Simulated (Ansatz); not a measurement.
# One shape, several levels: doublet C4H12Ge+

Wanted: a comparison of 6 runs (UHF/6-31G*, U-r2SCAN/6-31G*, UB3LYP/6-31G*, UBHLYP/6-31G*, UBLYP/6-31G*, UMP2/6-31G*) of doublet C4H12Ge+. 

Program for the calculation: Ansatz 0.2.0.

35 further runs of the same task are left out: 35 set aside as unsound or not needed.

**1. Starting point**

The species is C4H12Ge+ (17 atoms), meant as a doublet with charge +1. As SMILES of the parent species, `CC(C)C[GeH3]`. The coordinates come from a PBE0-D4/def2-TZVP relaxation. This is one conformer, not always the lowest. That shape belongs to the parent species and isn't relaxed for this state.

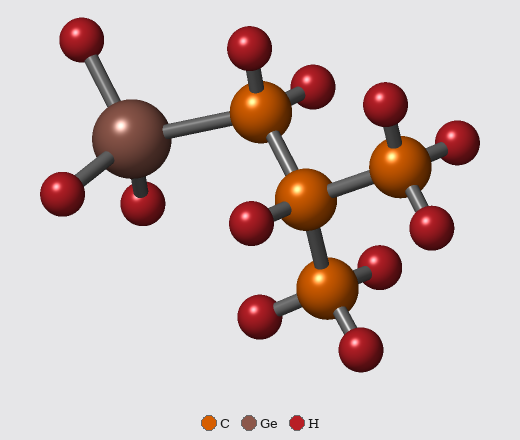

Viewed from a chosen angle; carbon orange, germanium brown, hydrogen red.

**2. The energy at UHF/6-31G(d) (spherical functions) (run 1)**

input.yaml reads:

```yaml
crystal:
  periodic: [false, false, false]
  atoms:
    - {symbol: C, position_ang: [-1.065300, 0.017030, 1.152400]}
    - {symbol: C, position_ang: [0.340480, -0.122320, 0.586260]}
    - {symbol: C, position_ang: [1.025400, -1.359130, 1.152850]}
    - {symbol: C, position_ang: [0.339950, -0.164700, -0.940670]}
    - {symbol: Ge, position_ang: [-0.357840, 1.442150, -1.825170]}
    - {symbol: H, position_ang: [-1.552680, 0.937300, 0.820530]}
    - {symbol: H, position_ang: [-1.049160, 0.026690, 2.244940]}
    - {symbol: H, position_ang: [-1.693240, -0.822160, 0.835830]}
    - {symbol: H, position_ang: [0.919680, 0.755880, 0.900570]}
    - {symbol: H, position_ang: [0.479460, -2.264940, 0.870230]}
    - {symbol: H, position_ang: [2.047150, -1.455690, 0.777150]}
    - {symbol: H, position_ang: [1.069230, -1.323890, 2.244770]}
    - {symbol: H, position_ang: [1.359330, -0.310640, -1.311300]}
    - {symbol: H, position_ang: [-0.243350, -1.023440, -1.291830]}
    - {symbol: H, position_ang: [0.040890, 1.437230, -3.312590]}
    - {symbol: H, position_ang: [-1.892890, 1.528870, -1.742710]}
    - {symbol: H, position_ang: [0.232900, 2.701760, -1.161270]}
basis:
  gaussian:
    orbitals: 6-31G_st_-spherical.json
magnetization:
  spin_polarized: true
  initial_magnetization: 1
hamiltonian:
  xc: hf
output: {orbitals: {seedname: orbitals}}
total_charge: 1
accuracy: high
```

The basis set 6-31G* is read from a file made from the Basis Set Exchange's data (not shown).

Launch:

```sh
ansatz run input.yaml --threads 1 --pin off --max-ram 3480MiB --events-out events.jsonl --progress --plain --runs-dir runs
```

Standard output:

```text
Warning: RAYON_NUM_THREADS=1 ignored (pool sized by the plan → 1); use --threads N
Functional definition: HF
  name "HF"
  exchange = exact_x
  correlation = 0
2815 factors; integrals over basis functions are off by at most 2.1e-8 eV
mean field evaluation 1: about -60759.3623 eV, gradient 3.3e1 eV
mean field evaluation 2: about -60759.4712 eV, gradient 3.3e1 eV
mean field evaluation 4: about -60765.7159 eV, gradient 4.6e0 eV
mean field evaluation 8: about -60766.1294 eV, gradient 9.1e-1 eV
mean field evaluation 16: about -60767.5311 eV, gradient 1.0e0 eV
mean field evaluation 32: about -60767.5379 eV, gradient 4.9e-1 eV
mean field evaluation 64: about -60761.2487 eV, gradient 2.5e1 eV
mean field evaluation 96: about -60765.7043 eV, gradient 2.4e0 eV
mean field evaluation 128: about -60766.1088 eV, gradient 5.5e-1 eV
mean field evaluation 160: about -60766.0857 eV, gradient 1.7e-5 eV
mean field -60767.55406809 eV, -2233.1664222747 hartree, gradient 1.7e-8 eV, S^2 0.759028; 2 other end points of the search recorded, 0 dependent functions left out
reference -60767.55406809 eV, -2233.1664222747 hartree; 34, 33 occupied and 78, 79 virtual orbitals, 2815 factors
Total energy: -60767.55406809 eV, -2233.1664222747 hartree
```

Wall time 29 s (1 thread of Arm Neoverse V2, shared host); peak memory 0.7 GiB.

**3. The energy at U-r2SCAN/6-31G(d) (spherical functions) (run 2)**

run.yaml reads:

```yaml
crystal:
  periodic: [false, false, false]
  atoms:
    - {symbol: C, position_ang: [-1.065300, 0.017030, 1.152400]}
    - {symbol: C, position_ang: [0.340480, -0.122320, 0.586260]}
    - {symbol: C, position_ang: [1.025400, -1.359130, 1.152850]}
    - {symbol: C, position_ang: [0.339950, -0.164700, -0.940670]}
    - {symbol: Ge, position_ang: [-0.357840, 1.442150, -1.825170]}
    - {symbol: H, position_ang: [-1.552680, 0.937300, 0.820530]}
    - {symbol: H, position_ang: [-1.049160, 0.026690, 2.244940]}
    - {symbol: H, position_ang: [-1.693240, -0.822160, 0.835830]}
    - {symbol: H, position_ang: [0.919680, 0.755880, 0.900570]}
    - {symbol: H, position_ang: [0.479460, -2.264940, 0.870230]}
    - {symbol: H, position_ang: [2.047150, -1.455690, 0.777150]}
    - {symbol: H, position_ang: [1.069230, -1.323890, 2.244770]}
    - {symbol: H, position_ang: [1.359330, -0.310640, -1.311300]}
    - {symbol: H, position_ang: [-0.243350, -1.023440, -1.291830]}
    - {symbol: H, position_ang: [0.040890, 1.437230, -3.312590]}
    - {symbol: H, position_ang: [-1.892890, 1.528870, -1.742710]}
    - {symbol: H, position_ang: [0.232900, 2.701760, -1.161270]}
basis:
  gaussian:
    orbitals: 6-31G_st_-spherical.json
total_charge: 1
magnetization:
  spin_polarized: true
  initial_magnetization: 1
hamiltonian:
  xc: r2scan
accuracy: high
output: {orbitals: {seedname: orbitals}}
```

The basis set 6-31G* is read from a file made from the Basis Set Exchange's data (not shown).

Launch:

```sh
ansatz run run.yaml --threads 1 --pin off --max-ram 3480MiB --events-out events.jsonl --progress --plain --runs-dir runs
```

Standard output:

```text
Warning: RAYON_NUM_THREADS=1 ignored (pool sized by the plan → 1); use --threads N
Functional definition: r2SCAN
  name "r2SCAN"
  parameter k0 = 0.174
  parameter k1 = 0.065
  parameter a1 = 4.9479
  exchange = r2scan_x(k0 = k0, k1 = k1, a1 = a1)
  correlation = r2scan_c
2815 factors; integrals over basis functions are off by at most 2.1e-8 eV
mean field evaluation 1: about -60819.3486 eV, gradient 6.2e1 eV
mean field evaluation 2: about -60616.2385 eV, gradient 1.7e2 eV
mean field evaluation 4: about -60836.6657 eV, gradient 2.4e1 eV
mean field evaluation 8: about -60841.0130 eV, gradient 1.1e0 eV
mean field evaluation 16: about -60841.0168 eV, gradient 4.7e-3 eV
mean field evaluation 32: about -60841.0168 eV, gradient 1.6e-7 eV
mean field -60841.01676264 eV, -2235.8661265046 hartree, gradient 3.3e-8 eV, S^2 0.752959; 6 other end points of the search recorded, 0 dependent functions left out
reference -60841.01676491 eV, -2235.8661265881 hartree; 34, 33 occupied and 78, 79 virtual orbitals, 2815 factors
Total energy: -60841.01676491 eV, -2235.8661265881 hartree
```

Run time: 83 s. Hardware: 1 thread of Arm Neoverse V2, shared host; peak memory 0.74 GiB.

**4. The energy at UB3LYP/6-31G(d) (spherical functions) (run 3)**

in.yaml reads:

```yaml
crystal:
  periodic: [false, false, false]
  atoms:
    - {symbol: C, position_ang: [-1.065300, 0.017030, 1.152400]}
    - {symbol: C, position_ang: [0.340480, -0.122320, 0.586260]}
    - {symbol: C, position_ang: [1.025400, -1.359130, 1.152850]}
    - {symbol: C, position_ang: [0.339950, -0.164700, -0.940670]}
    - {symbol: Ge, position_ang: [-0.357840, 1.442150, -1.825170]}
    - {symbol: H, position_ang: [-1.552680, 0.937300, 0.820530]}
    - {symbol: H, position_ang: [-1.049160, 0.026690, 2.244940]}
    - {symbol: H, position_ang: [-1.693240, -0.822160, 0.835830]}
    - {symbol: H, position_ang: [0.919680, 0.755880, 0.900570]}
    - {symbol: H, position_ang: [0.479460, -2.264940, 0.870230]}
    - {symbol: H, position_ang: [2.047150, -1.455690, 0.777150]}
    - {symbol: H, position_ang: [1.069230, -1.323890, 2.244770]}
    - {symbol: H, position_ang: [1.359330, -0.310640, -1.311300]}
    - {symbol: H, position_ang: [-0.243350, -1.023440, -1.291830]}
    - {symbol: H, position_ang: [0.040890, 1.437230, -3.312590]}
    - {symbol: H, position_ang: [-1.892890, 1.528870, -1.742710]}
    - {symbol: H, position_ang: [0.232900, 2.701760, -1.161270]}
basis:
  gaussian: {orbitals: 6-31G_st_-spherical.json}
total_charge: 1
magnetization: {spin_polarized: true, initial_magnetization: 1}
hamiltonian: {xc: {name: B3LYP}}
accuracy: high
output: {orbitals: {seedname: orbitals}}
```

The basis set 6-31G* is read from a file made from the Basis Set Exchange's data (not shown).

Launch:

```sh
ansatz run in.yaml --threads 1 --pin off --max-ram 3480MiB --events-out events.jsonl --progress --plain --runs-dir runs
```

Standard output:

```text
Warning: RAYON_NUM_THREADS=1 ignored (pool sized by the plan → 1); use --threads N
Functional definition: B3LYP
  name "B3LYP"
  parameter a0 = 0.2
  parameter ax = 0.72
  parameter ac = 0.81
  exchange = (1 - a0 - ax)*slater_x + ax*b88_x + a0*exact_x
  correlation = (1 - ac)*vwn_rpa_c + ac*lyp_c
2815 factors; integrals over basis functions are off by at most 2.1e-8 eV
mean field evaluation 1: about -60824.8927 eV, gradient 6.1e1 eV
mean field evaluation 2: about -60690.8918 eV, gradient 1.5e2 eV
mean field evaluation 4: about -60842.0191 eV, gradient 2.1e1 eV
mean field evaluation 8: about -60845.4063 eV, gradient 9.4e-1 eV
mean field evaluation 16: about -60845.7219 eV, gradient 2.5e-2 eV
mean field evaluation 32: about -60845.7220 eV, gradient 2.1e-5 eV
mean field evaluation 64: about -60845.5558 eV, gradient 1.8e0 eV
mean field -60845.72197974 eV, -2236.0390400437 hartree, gradient 7.9e-8 eV, S^2 0.752259; 7 other end points of the search recorded, 0 dependent functions left out
reference -60845.72202498 eV, -2236.0390417063 hartree; 34, 33 occupied and 78, 79 virtual orbitals, 2815 factors
Total energy: -60845.72202498 eV, -2236.0390417063 hartree
```

Run time: 62 s. Hardware: 1 thread of Arm Neoverse V2, shared host; peak memory 0.77 GiB.

Runs 4 to 5 aren't shown in full; the table further down has their settings and results.

**5. The energy at UMP2/6-31G(d) (spherical functions) (run 6)**

Edit in.yaml of step 4 so:

```diff
@@ -21,7 +21,11 @@
 basis:
-  gaussian: {orbitals: 6-31G_st_-spherical.json}
+  gaussian:
+    orbitals: 6-31G_st_-spherical.json
 total_charge: 1
-magnetization: {spin_polarized: true, initial_magnetization: 1}
-hamiltonian: {xc: {name: B3LYP}}
+magnetization:
+  spin_polarized: true
+  initial_magnetization: 1
+correlation:
+  method: mp2
+  frozen_orbitals: {C: 1, Ge: 9, H: 0}
 accuracy: high
-output: {orbitals: {seedname: orbitals}}
```

The basis set 6-31G* is read from a file made from the Basis Set Exchange's data (not shown).

Launch:

```sh
ansatz run in.yaml --threads 1 --pin off --max-ram 3480MiB --events-out events.jsonl --progress --plain --runs-dir runs
```

Standard output:

```text
Warning: RAYON_NUM_THREADS=1 ignored (pool sized by the plan → 1); use --threads N
[... 4 set-up lines as earlier in the session ...]
2815 factors; integrals over basis functions are off by at most 2.1e-8 eV
mean field evaluation 1: about -60759.3623 eV, gradient 3.3e1 eV
mean field evaluation 2: about -60759.4712 eV, gradient 3.3e1 eV
mean field evaluation 4: about -60765.7159 eV, gradient 4.6e0 eV
mean field evaluation 8: about -60766.1294 eV, gradient 9.1e-1 eV
mean field evaluation 16: about -60767.5311 eV, gradient 1.0e0 eV
mean field evaluation 32: about -60763.4567 eV, gradient 2.6e1 eV
mean field evaluation 64: about -60765.9983 eV, gradient 5.1e-1 eV
mean field evaluation 96: about -60766.0857 eV, gradient 1.7e-5 eV
mean field -60767.55406809 eV, -2233.1664222747 hartree, gradient 1.7e-8 eV, S^2 0.759028; 6 other end points of the search recorded, 0 dependent functions left out
13 core orbitals not correlated: weight in the atoms' cores, before any rotation towards them, 1.000 or more for the frozen orbitals, at most 0.000 for the correlated occupied ones
reference -60767.55406809 eV, -2233.1664222747 hartree; 21, 20 occupied and 78, 79 virtual orbitals, 2815 factors
second order -20.54424284 eV of doubles, -0.00000000 eV of singles
Total energy: -60788.09831093 eV, -2233.9214092737 hartree
```

Wall time 30 s (1 thread of Arm Neoverse V2, shared host); peak memory 0.69 GiB.

**6. Overview of the runs**

```
run                                  level  frozen core orbitals   energy (Eh)  HOMO energy (eV)  LUMO energy (eV)   ⟨S²⟩  wall time
  1       UHF/6-31G* (spherical functions)                     –  -2233.166422            -17.55             -8.17  0.759       29 s
  2  U-r2SCAN/6-31G* (spherical functions)                     –  -2235.866127            -13.24            -12.53  0.753       83 s
  3    UB3LYP/6-31G* (spherical functions)                     –  -2236.039042            -14.01            -12.11  0.752       62 s
  4    UBHLYP/6-31G* (spherical functions)                     –  -2235.850332            -15.51            -11.10  0.755       40 s
  5     UBLYP/6-31G* (spherical functions)                     –  -2235.930264            -12.77            -12.38  0.751       35 s
  6      UMP2/6-31G* (spherical functions)                    13  -2233.921409                 –                 –  0.759       30 s
```

**7. Outcome**

| quantity | value |
| --- | --- |
| run 6: total energy | -2233.92141 Eh |
| run 6: correlation energy (13 core orbitals frozen) | -755.0 mEh |
| run 6: ⟨S²⟩ of the reference determinant | 0.759 |

What this shows: Totals of different functionals can't be ranked against each other. All runs together took 4.6 min, the longest 83 s.
